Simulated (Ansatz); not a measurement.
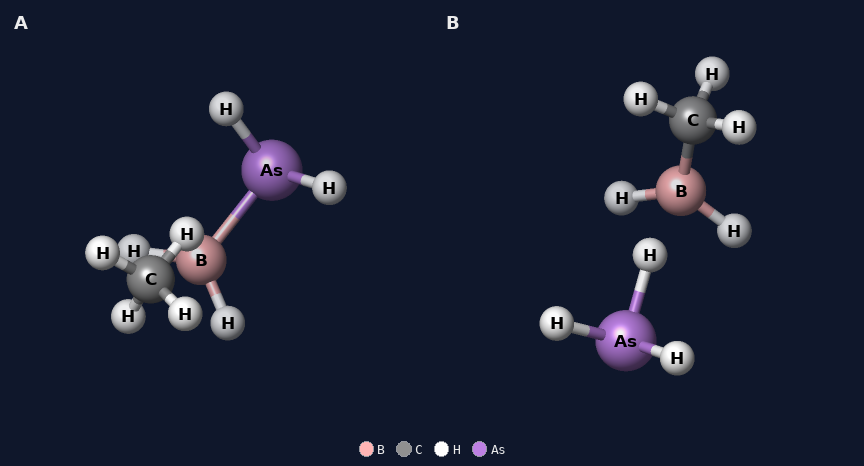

2 stationary structures of one formula. Geometries: PBE0-D4/def2-TZVP. Electronic energies: CCSD(T)/CBS (MP2 limit from def2-TZVPP and def2-QZVPP plus CCSD(T) − MP2) (Ansatz 0.2.0), without zero-point energy. Each is one conformer, not always the lowest.

**Rank them by energy, lowest first.**

A is lowest (a minimum); B lies 0.301 eV above it (a saddle point of order 1).

Give E(B) − E(A) in eV at these levels too: PBE0-D4/def2-TZVP; r2SCAN-D4/def2-TZVPP; PBE-QIDH (frozen core)/def2-TZVPP; PBE0-D4/def2-SVP; RHF-CCSD(T) (frozen core)/def2-TZVPP; B3LYP-D4/def2-TZVPP; CCSD(T)/CBS (MP2 limit from def2-TZVPP and def2-QZVPP plus CCSD(T) − MP2); B3LYP-D4/6-31G.

```tsv
level	E(B) − E(A) (eV)
PBE0-D4/def2-TZVP	+0.228
r2SCAN-D4/def2-TZVPP	+0.251
PBE-QIDH (frozen core)/def2-TZVPP	+0.272
PBE0-D4/def2-SVP	+0.196
RHF-CCSD(T) (frozen core)/def2-TZVPP	+0.287
B3LYP-D4/def2-TZVPP	+0.232
CCSD(T)/CBS (MP2 limit from def2-TZVPP and def2-QZVPP plus CCSD(T) − MP2)	+0.301
B3LYP-D4/6-31G	+0.439
```
